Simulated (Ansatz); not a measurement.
# NbTlSe3 (model cell, started as cubic perovskite with Nb in the octahedra): phonons and vibrational spectra, part 2 of 2

Wanted: phonon frequencies of NbTlSe3 (model cell, started as cubic perovskite with Nb in the octahedra) and what follows from them.

Ansatz 0.2.0; DFT PBEsol, scalar-relativistic, plane waves, PAW; PAW set soft_1.

So far: The structure; Bringing the structure to rest. The relaxed cell has a = 5.037 Å (conventional setting).

The structure was built from a prototype and need not be the compound's stable phase.

## (3) Relaxing to small forces for the phonons

Phonons need a cell at rest on their own settings, so the relaxation is repeated with tight tolerances on forces and stress, using the mesh and the filling of the phonon run that follows.

The input, input.yaml:

```yaml
crystal:
  lattice:
    - [5.0370892205, 0.0, 0.0]
    - [0.0, 5.0370892205, 0.0]
    - [0.0, 0.0, 5.0370892205]
  atoms:
    - { symbol: Tl, position: [0.0, 0.0, 0.0] }
    - { symbol: Nb, position: [0.5, 0.5, 0.5] }
    - { symbol: Se, position: [0.5, 0.5, 0.0] }
    - { symbol: Se, position: [0.5, 0.0, 0.5] }
    - { symbol: Se, position: [0.0, 0.5, 0.5] }
kpoints:
  mp_grid: { grid: [8, 8, 8] }
hamiltonian:
  xc: pbesol
  pseudopotentials: { kind: paw, azcp: { folder: soft_1 }, xc_functional: pbe }
scf:
  occupations: { method: methfessel_paxton, width: 0.2 }
output:
  forces: true
  stress: true
  eigenvalues: true
relax:
  adjacent_minimum: "off"
  f_tol: 0.001
  max_steps: 60
  cell: { stress_tol: 0.01 }
```

The run is started by

```sh
$ ansatz run input.yaml --threads 4 --pin off --max-ram 16384MiB --backend cpu --events-out ev --progress --plain --runs-dir out
```

Numbers of over 12 decimals in the logs are rounded to 6 here.

What it wrote:

```text
[...]
Crystal: 5 atoms, lattice volume = 127.802 Å³
Basis set: ecut = 420 eV, 2517 PW (Γ), exchange–correlation on 72×72×72 points (8 copies of the dense FFT grid, shifted against one another)
Bands: 45, of which v1, the nominal top of the filled ones, is band 37 counted from 1 (36 counted from 0)
Symmetry: 48 space group operations
[...]
k-points: 35 of 512
[...]
--- Relaxed structure (1 steps of the walk, 1 accepted, 1 SCFs on fresh bases) ---
[...]
cell:  # Å, volume = 127.8024 Å³
    - [5.0370892205, 0.0, 0.0]
    - [0.0, 5.0370892205, 0.0]
    - [0.0, 0.0, 5.0370892205]
  atoms:
    - { symbol: Tl, position: [0.0, 0.0, 0.0] }
    - { symbol: Nb, position: [0.5, 0.5, 0.5] }
    - { symbol: Se, position: [0.5, 0.5, 0.0] }
    - { symbol: Se, position: [0.5, 0.0, 0.5] }
    - { symbol: Se, position: [0.0, 0.5, 0.5] }
[key lines of the parts left out:]
SCF converged after 6 iterations
Free energy (F): -32067.926956 eV
Fermi energy:    8.911529 eV
P = ⅓ Tr σ = -0.0080 GPa (-0.080 kbar)
```

Elapsed: 7.9 s, on 4 threads of Arm Neoverse V1, shared host; peak memory 0.57 GiB; 30 s of CPU time.

Little changed from the start: no atom moved by 0.005 Å and no cell edge by 0.1 %.

This step gave:

- pressure: -0.007989 GPa

The forces vanish by symmetry and the pressure is -0.008 GPa, within the tolerances set. The cell now holds 25.56 Å³/atom.

## (4) Modes at Γ

The zone centre comes first: it holds the modes that light can see, as far as symmetry allows. No field response is asked, since the mesh shows no gap.

Edit input.yaml of step 3 so:

```diff
@@ -19,9 +19,4 @@
 output:
-  forces: true
-  stress: true
   eigenvalues: true
-relax:
-  adjacent_minimum: "off"
-  f_tol: 0.001
-  max_steps: 60
-  cell: { stress_tol: 0.01 }
+phonons:
+  method: dfpt
```

What it wrote:

```text
zone centre: on kpoints.mp_grid the ground state, and the responses unless they are solved on pairs of k-points, stand on 125 of the mesh's 512 k-points, reduced under 8 symmetry operations, with k and −k counted as one. Each operation leaves every solved displacement unchanged or reverses it
[...]
Crystal: 5 atoms, lattice volume = 127.802 Å³
Basis set: ecut = 420 eV, 2517 PW (Γ), exchange–correlation on 72×72×72 points (8 copies of the dense FFT grid, shifted against one another)
Bands: 45, of which v1, the nominal top of the filled ones, is band 37 counted from 1 (36 counted from 0)
Symmetry: 48 space group operations
k-points: 125 of 512 (irreducible under 8 space group operations)
[...]
SCF iter   1: F=—  HF=-32068.781974 eV  |F-HF|=—  |Δ(HF+E_count)|=         —  Δρ=3.90e-2  dr2=2.01e0  ethr=3.10e-3  ⟨swp⟩=6.3  Hψ=19939  notcnv=0
[...]
SCF iter  13: F=-32067.926956 eV  HF=-32067.926956 eV  |F-HF|=7.28e-12  |Δ(HF+E_count)|=  4.73e-11  S|Δr|=    0.00e0  Δρ=4.23e-8  dr2=2.34e-12  ethr=1.00e-12  ⟨swp⟩=11.1  Hψ=28019  notcnv=0
the search or the solves at the SCF's close seem to have found levels that the self-consistency loop had missed (the run counts 1). By its estimate they hold under 1e-12 electrons; where the run keeps them, the occupations were computed again with them
SCF 1 converged in 13 iterations: F = -32067.926956 eV  dr2 = 2.34e-12
[...]
DFPT response loops at Γ: preconditioner auto → Kerker (q_TF=auto, 2.491 Å⁻¹) (partly filled bands, converged f_vac=0.021); β = 1.00, the filter's whole step (`scf.mixing.beta` (0.50) is not read by the response loops under this deck's `scf.mixing.preconditioner`; to damp them name `kerker` or `kerker_dos`, under which they read `scf.mixing.beta`, and type it under 1.00, their step now; both keys bind the ground state too); Broyden in place of MSR1
SCF converged after 13 iterations
[...]
Free energy (F): -32067.926956 eV
[...]
Internal energy: -32067.905491 eV  (E = F + TS)
E sigma→0 (E₀):  -32067.921589 eV
Entropy (-TS):   -0.021465 eV (-4.293 meV/atom)
Fermi energy:    8.911529 eV
Step filling:    the computed levels leave a gap of 0.0000 eV = 0.0 smearing widths at the electron count; against every level under it full and every level over it empty, smearing changes F+E_penalty+E_count by -9.852 meV and its σ→0 estimate by -4.486 meV
[...]
--- Band table (eV; the first three rows and the last of 125) ---
  k-point 0: bands = [... 33 lower, 7.6814, 8.0776, 8.0776, 8.0776, 8.2799, 8.2799, 8.2799, 10.0511, ... 4 higher]
  k-point 1: bands = [... 33 lower, 7.6142, 7.7763, 8.0812, 8.0913, 8.0913, 8.8553, 8.8553, 10.0541, ... 4 higher]
  k-point 2: bands = [... 33 lower, 7.4630, 7.5398, 8.0901, 8.1531, 8.1531, 9.6234, 9.6234, 10.0601, ... 4 higher]
  k-point 124: bands = [... 33 lower, 4.3535, 9.1568, 9.1568, 9.1568, 10.2762, 10.2762, 10.2762, 14.6874, ... 4 higher]
--- Phonons (Γ-DFPT): 4 representative perturbations + reference, on 125 of 512 k-points (Σ response iterations 12) ---
  k mesh reduced under 8 symmetry operations, with k and −k counted as one. Each operation leaves every solved displacement unchanged or reverses it
  ASR residual: 6.982e-5 → 0.000e0 eV/Å²; symmetrization residual: 5.773e-5 eV/Å²
  ASR residual per site (eV/Å²): 4.53e-5 1.70e-5 6.98e-5 6.98e-5 6.98e-5
  Γ frequencies (cm⁻¹): 0.00 0.00 0.00 12.93 12.93 12.93 60.27 60.27 60.27 63.69 63.69 63.69 225.66 225.66 225.66
  non-analytic LO–TO correction: not included (Born effective charges unavailable; polar crystals: no LO–TO splitting at Γ)
```

It took 1.7 min on 4 threads; peak memory 2.3 GiB; 6.7 min of CPU time.

In the SCF lines HF is the Harris–Foulkes energy and dr2 the Hartree energy of the density residual, in eV; the loop may stop once dr2 is under the threshold and the program's other checks hold. Hψ counts applications of the Hamiltonian.

Numbers from this step:

```
sum-rule residual before enforcement                    : 6.98e-5 eV/Å²
point group                                             : m-3m
highest optical mode at the zone centre (no LO-TO term) : 225.7 cm⁻¹
lowest optical zone-centre mode                         : 12.93 cm⁻¹
```

Patterns of degenerate modes are one choice out of their space. The modes at Γ (shares of kinetic energy by element, %):

```tsv
mode	frequency (cm⁻¹)	symmetry	Tl %	Nb %	Se %
1	0.0	acoustic	38	17	44
2	0.0	acoustic	38	17	44
3	0.0	acoustic	38	17	44
4	12.9	T1u	62	10	29
5	12.9	T1u	62	10	29
6	12.9	T1u	62	10	29
7	60.3	T2u	0	0	100
8	60.3	T2u	0	0	100
9	60.3	T2u	0	0	100
10	63.7	T1u	0	54	46
11	63.7	T1u	0	54	46
12	63.7	T1u	0	54	46
13	225.7	T1u	0	19	81
14	225.7	T1u	0	19	81
15	225.7	T1u	0	19	81
```

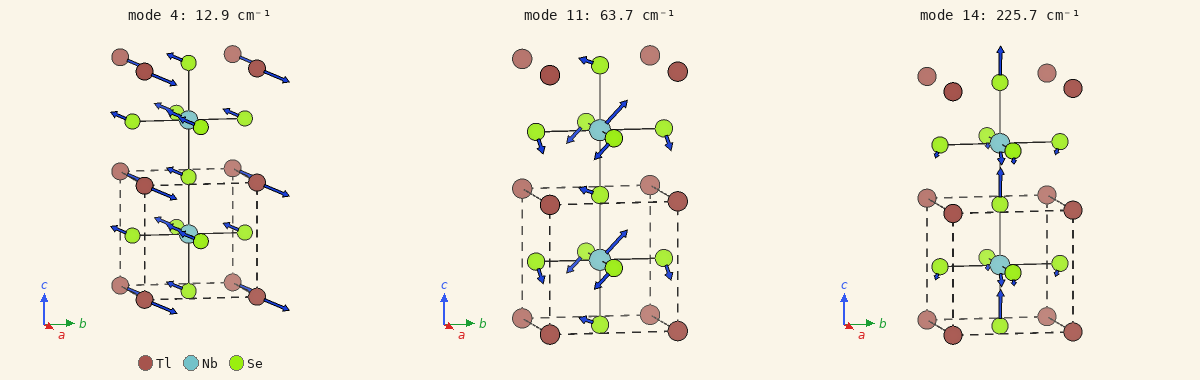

Displacement patterns of modes 4, 11 and 14 at Γ; arrows are exaggerated. 1×1×2 cells are drawn. Some periodic images of atoms are drawn too.

Before it was imposed, the acoustic sum rule was missed by 7.0e-5 eV/Å². Small misses are needed for a sound result but don't prove that mesh and cutoff are converged. The lowest optical mode is real, 12.9 cm⁻¹.

## (5) Response at finite wavevector

Stability and thermal properties need the whole zone. Linear response on a 2×2×2 q mesh gives force constants as far as a supercell of that size would.

Edit input.yaml of step 4 so:

```diff
@@ -22 +22,8 @@
   method: dfpt
+  qmesh: [2, 2, 2]
+  temperatures: { t_max: 1000, t_step: 50 }
+  qpath:
+    path:
+      - [[0.0, 0.0, 0.0], [0.0, 0.5, 0.0], [0.5, 0.5, 0.0], [0.0, 0.0, 0.0], [0.5, 0.5, 0.5], [0.0, 0.5, 0.0]]
+      - [[0.5, 0.5, 0.5], [0.5, 0.5, 0.0]]
+    npoints: 10
```

What it wrote:

```text
[...]
Crystal: 5 atoms, lattice volume = 127.802 Å³
Basis set: ecut = 420 eV, 2517 PW (Γ), exchange–correlation on 72×72×72 points (8 copies of the dense FFT grid, shifted against one another)
Bands: 45, of which v1, the nominal top of the filled ones, is band 37 counted from 1 (36 counted from 0)
Symmetry: 48 space group operations
k-points: 35 of 512
[...]
SCF iter   1: F=—  HF=-32068.781948 eV  |F-HF|=—  |Δ(HF+E_count)|=         —  Δρ=3.90e-2  dr2=2.01e0  ethr=3.10e-3  ⟨swp⟩=6.3  Hψ=5559  notcnv=0
[...]
SCF iter  13: F=-32067.926956 eV  HF=-32067.926956 eV  |F-HF|=7.28e-12  |Δ(HF+E_count)|=  7.28e-11  S|Δr|=    0.00e0  Δρ=4.23e-8  dr2=2.34e-12  ethr=1.00e-12  ⟨swp⟩=11.1  Hψ=7881  notcnv=0
[...]
SCF 1 converged in 13 iterations: F = -32067.926956 eV  dr2 = 2.34e-12
[...]
SCF iter   6: F=-32067.926956 eV  HF=-32067.926956 eV  |F-HF|=1.46e-11  |Δ(HF+E_count)|=    0.00e0  S|Δr|=    0.00e0  Δρ=1.47e-8  dr2=2.67e-13  ethr=1.00e-12  ⟨swp⟩=2.1  Hψ=4581  notcnv=0
SCF 2 converged in 6 iterations: F = -32067.926956 eV  dr2 = 2.67e-13
phonons: the bands overlap, so this run is a metal and interpolates without the dipole-dipole term. If the crystal is really an insulator or semiconductor, its LO-TO splitting is missing
NSCF: frozen V_eff on 35 k-points
[...]
DFPT response loops at q = (0, 0, 0) (fractional): preconditioner auto → Kerker (q_TF=auto, 2.491 Å⁻¹) (partly filled bands, converged f_vac=0.021); β = 1.00, the filter's whole step (`scf.mixing.beta` (0.50) is not read by the response loops under this deck's `scf.mixing.preconditioner`; to damp them name `kerker` or `kerker_dos`, under which they read `scf.mixing.beta`, and type it under 1.00, their step now; both keys bind the ground state too); Broyden in place of MSR1
[...]
SCF converged after 13 iterations
[...]
Free energy (F): -32067.926956 eV
[...]
Internal energy: -32067.905491 eV  (E = F + TS)
E sigma→0 (E₀):  -32067.921589 eV
Entropy (-TS):   -0.021465 eV (-4.293 meV/atom)
Fermi energy:    8.911529 eV
[...]
--- Band table (eV; the first three rows and the last of 35) ---
  k-point 0: bands = [... 33 lower, 7.6814, 8.0776, 8.0776, 8.0776, 8.2799, 8.2799, 8.2799, 10.0511, ... 4 higher]
  k-point 1: bands = [... 33 lower, 7.6142, 7.7763, 8.0812, 8.0913, 8.0913, 8.8553, 8.8553, 10.0541, ... 4 higher]
  k-point 2: bands = [... 33 lower, 7.4630, 7.5398, 8.0901, 8.1531, 8.1531, 9.6234, 9.6234, 10.0601, ... 4 higher]
  k-point 34: bands = [... 33 lower, 4.3535, 9.1568, 9.1568, 9.1568, 10.2762, 10.2762, 10.2762, 14.6874, ... 4 higher]
--- Phonons (Γ-DFPT): 4 representative perturbations + reference (Σ response iterations 12) ---
  ASR residual: 7.536e-5 → 0.000e0 eV/Å²; symmetrization residual: 6.099e-5 eV/Å²
  ASR residual per site (eV/Å²): 4.57e-5 1.43e-5 7.54e-5 7.54e-5 7.54e-5
[...]
--- Phonons (arbitrary-q DFPT): 4 irreducible q on the 2×2×2 mesh ---
  q = [0.0000, 0.0000, 0.0000] (star 1, of the zone-centre solve; hermiticity 1.12e-5, symmetrization 6.48e-12): -0.00 0.00 0.00 12.93 12.93 12.93 60.27 60.27 60.27 63.69 63.69 63.69 225.66 225.66 225.66
  q = [0.0000, 0.0000, -0.5000] (star 3, 9 solved perturbations in 975 linear systems a pass and spin channel, the states on 125 of 512 k-point pairs; hermiticity 2.74e-6, symmetrization 3.35e-12): -10.45 -10.45 13.41 13.41 20.31 55.54 55.54 67.93 84.00 84.13 84.13 185.21 221.73 221.73 245.14
[...]
sum rule: each row above includes the acoustic sum rule's correction from the zone centre's row sums; it moved no ω² by more than (0.51 cm⁻¹)²
  mesh force constants: q→R imaginary residual 4.30e-18; ASR residual 7.536e-5 → 0.000e0 eV/Å²; symmetrization residual 7.105e-15 eV/Å²
  interpolated dispersion: 62 rows × 15 modes
  density of states and harmonic sums: on the 12×12×12 q-mesh, interpolated from the force constants of a 2×2×2 supercell (no non-analytic term)
  largest difference from the sums on the solved wave vectors: F 1.38e-1 eV, S 1.88e-4 and C_V 5.20e-5 eV/K
  zero-point energy: 0.082517 eV/cell   skipped modes (ω ≤ 0): 169, of them read as no rigid motion or as one in doubt: 166 (1.917e0 modes/cell left out, lowest -130.99 cm⁻¹)   left out of the sums: 1.28e-1 of the cell's modes: C_V's classical limit lies that fraction below 3 k_B per atom; for a crystal, a wire or a layer, F and S can be off by more, and a phonons.interpolated_qmesh denser along its periods is the remedy for the sampling
```

Run time: 8.1 min. Hardware: 4 threads; peak memory 2 GiB.

This step gave:

```yaml
sum_rule_residual_before_enforcement: 7.54e-5 eV/Å²
lowest_frequency_on_the_path: -131.0 cm⁻¹
highest_frequency_on_the_path_or_at_a_solved_wavevector: 284.2 cm⁻¹
lowest_mode_on_the_q_mesh_acoustic_modes_at_gamma_apart: -131.0 cm⁻¹
```

Frequencies (cm⁻¹) solved at each irreducible wavevector; negative means imaginary. Frequencies by wavevector, by row:

```tsv
q in reciprocal lattice units	star	mode 1	mode 2	mode 3	mode 4	mode 13	mode 14	mode 15
0 0 0	1	0	0	0	12.9	225.7	225.7	225.7
0 0 -0.5	3	-10.4	-10.4	13.4	13.4	221.7	221.7	245.1
0 -0.5 -0.5	3	-57	-42.4	8.1	8.1	183.3	215.7	264.9
-0.5 -0.5 -0.5	1	-131	-131	-55	-55	182.2	182.2	283.2
```

Interpolated from a 2×2×2 q mesh. Phonon branches along the path, in cm⁻¹:

```tsv
point	branch 1	branch 2	branch 3	branch 4	branch 12	branch 13	branch 14	branch 15
Γ	0	0	0	13	64	226	226	226
X	-10	-10	13	13	185	222	222	245
M	-57	-42	8	8	183	183	216	265
Γ	0	0	0	13	64	226	226	226
R	-131	-131	-55	-55	182	182	182	283
X	-10	-10	13	13	185	222	222	245
jump to R	-131	-131	-55	-55	182	182	182	283
M	-57	-42	8	8	183	183	216	265
```

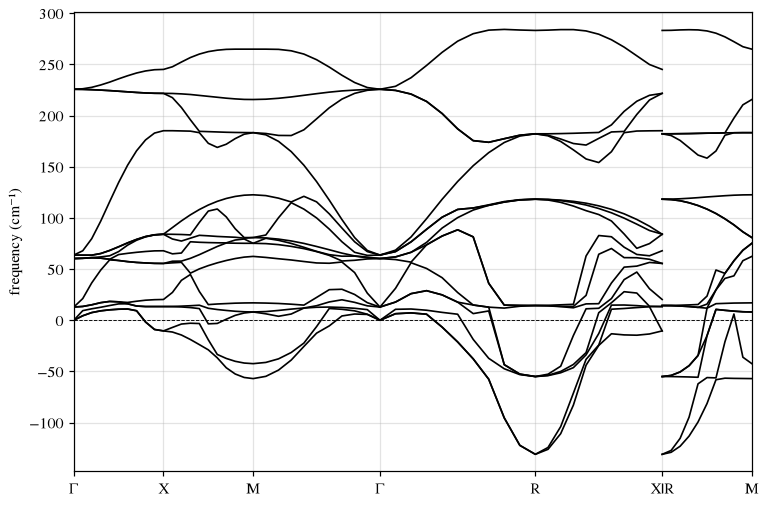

Phonon branches along the path.

The phonon density of states has structure finer than the step of the table below, so its rows give means over 20 cm⁻¹, whole bins alone (the curve runs from -132 to 282 cm⁻¹). Peaks (cm⁻¹: height): 12.5: 0.221, 62.5: 0.108, 107.5: 0.0954, 182.5: 0.104, 267.5: 0.0324.

Tetrahedra on a 12×12×12 mesh, mean over bins of 5 cm-1. Interpolated from a 2×2×2 q mesh. Table of phonon density of states by wavenumber; means over each step:

```tsv
wavenumber (cm⁻¹)	phonon density of states (1/cm⁻¹/cell)
-120	7.9e-4
-100	0.00166
-80	0.00256
-60	0.00893
-40	0.0227
-20	0.0419
0	0.0616
20	0.111
40	0.0411
60	0.0774
80	0.0753
100	0.0711
120	0.0392
140	0.00698
160	0.0259
180	0.0549
200	0.0265
220	0.0304
240	0.00713
260	0.0231
```

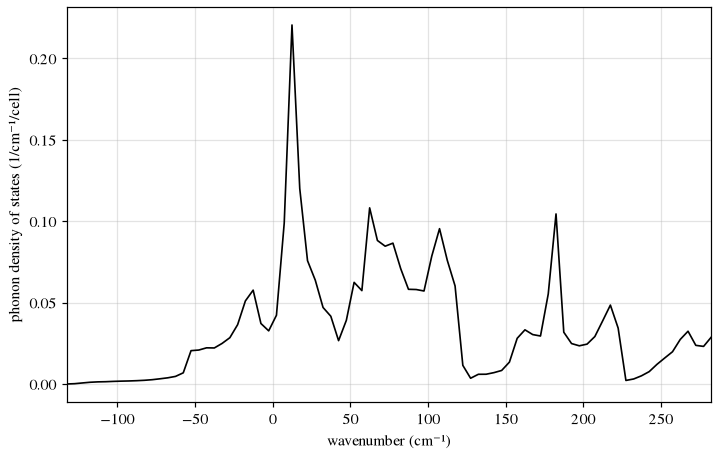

Phonon density of states against wavenumber.

The partial phonon density of states has structure finer than the step of the table below, so its rows give means over 20 cm⁻¹, whole bins alone (the curve runs from -134 to 303 cm⁻¹). Peaks (cm⁻¹: height): Nb -13.0: 0.0115, 63.8: 0.0162, 140.7: 0.0140, 181.9: 0.0808; Se -45.9: 0.0288, -29.5: 0.0312, 30.9: 0.0485, 61.1: 0.0810, 77.6: 0.0764, 110.5: 0.0758, 220.3: 0.0339; Tl 11.7: 0.192.

Phonopy on the run's constants, 11x11x11 mesh, Gaussian sigma 3.1 cm-1. Interpolated from a 2×2×2 q mesh. The partial phonon density of states by wavenumber; means over each step; values in 1/cm⁻¹/cell:

```tsv
wavenumber (cm⁻¹)	Nb	Se	Tl
-120	1.6e-6	0.00108	0
-100	3.1e-5	0.00163	0
-80	5.5e-5	0.00239	0
-60	8.9e-5	0.00870	3.5e-5
-40	0.00229	0.0232	4.0e-4
-20	0.00643	0.0173	0.0148
0	0.00353	0.00552	0.0485
20	0.00827	0.0248	0.0812
40	0.00442	0.0323	0.00320
60	0.0114	0.0674	8.5e-4
80	0.0104	0.0631	3.6e-4
100	0.0102	0.0607	2.8e-4
120	0.00370	0.0361	9.7e-5
140	0.00730	0.00133	4.0e-5
160	0.0195	0.00544	9.9e-5
180	0.0462	0.00994	1.7e-4
200	0.00744	0.0169	5.1e-6
220	0.00607	0.0250	0
240	8.4e-4	0.00667	0
260	0.00118	0.0215	0
280	5.4e-4	0.0189	0
```

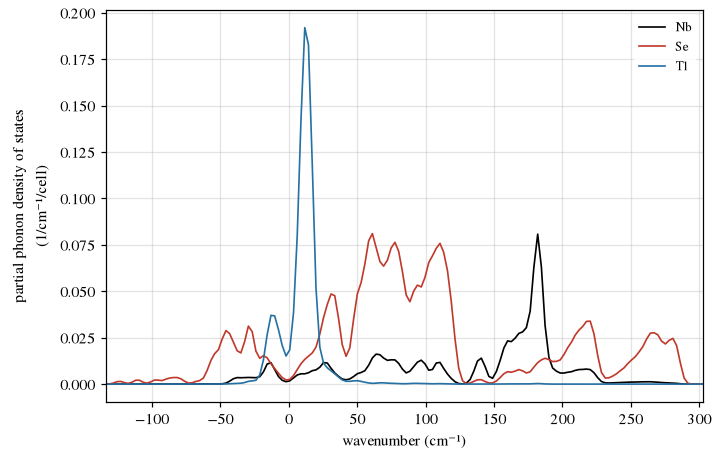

Partial phonon density of states, plotted against wavenumber.

Symmetry leaves 4 wavevectors to solve. The lowest mode among them, the acoustic zeros apart, lies at q = (-0.5, -0.5, -0.5) and is imaginary, 131.0i cm⁻¹, so the energy falls along it.

## (6) Outcome

```json
{"space group after relaxation (within 0.01 Å)": "Pm-3m", "volume per atom": "25.6 Å³", "electronic character": "no gap on this mesh", "highest optical mode at the zone centre (no LO-TO term)": "226 cm⁻¹", "lowest optical zone-centre mode": "12.9 cm⁻¹", "lowest mode on the q mesh (acoustic modes at Γ apart)": "-131 cm⁻¹", "highest frequency on the path or at a solved wavevector": "284 cm⁻¹", "imaginary modes on the 2×2×2 q mesh": "yes"}
```

In words: Modes are clearly imaginary (beyond 10i cm⁻¹) at 3 of the 4 irreducible wavevectors, most at q = (-0.5, -0.5, -0.5) (131.0i cm⁻¹), so this structure is not a minimum of the energy. The optical modes at Γ span 13 to 226 cm⁻¹. The highest mode in this list at Γ, 225.7 cm⁻¹, is mostly motion of Se (81 % of the kinetic energy). With no gap, or one that is small against the smearing, the frequencies hang on the k mesh and the smearing, most of all near Kohn anomalies. An optical mode within 15 cm⁻¹ of zero is at the mercy of small errors in the force constants, and even its sign is uncertain. Spin-orbit coupling is left out, which can matter for the heavy elements here. The PAW files were made for PBE and serve the other functionals too. The starting cell was built on a prototype and not taken from a measurement, so the phase need not exist. These are harmonic frequencies at zero temperature: anharmonic shifts, linewidths and thermal expansion are left out.

[Logs are printed without paths, hosts, clocks, repeated set-up lines and the standing remarks that a program may print on its own settings, such as how far it seeks lower states.]

[Hosts, paths, dates, database ids (printed as entryN), source tags and the programs' standing remarks are cut or masked in the printed files.]
